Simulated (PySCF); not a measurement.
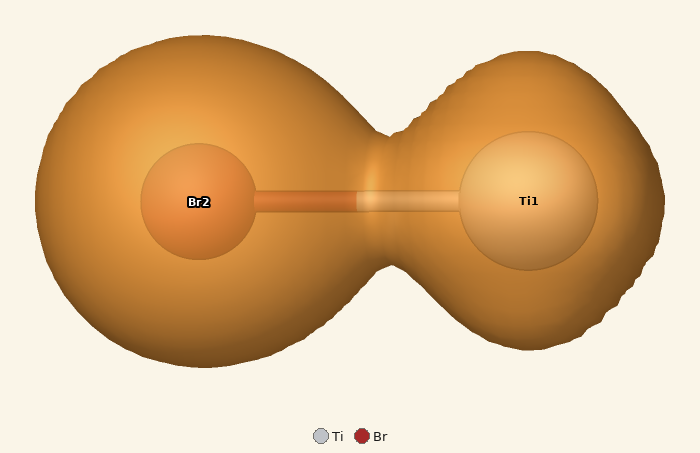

TiBr (quartet). Isosurface of the total electron density at 0.3 e/Å³ (orange), seen from one side.

The calculation used PBE0/def2-TZVPPD, non-relativistic Hamiltonian with scalar-relativistic core potentials where named, at a bond length of 2.422 Å (PySCF).

```yaml
atoms:
  - { symbol: Ti, position_ang: [0.0000, 0.0000, -1.5066] }
  - { symbol: Br, position_ang: [0.0000, 0.0000, 0.9154] }
```

> What does this surface tell about the bonding?

At this value the surface is in one piece. It bridges the sampled Ti–Br (2.42 Å) contact, where the density stays above the isovalue. On the grid the lowest density along these lines, outside the cores, is 0.46 e/Å³ (Ti–Br, 2.42 Å).
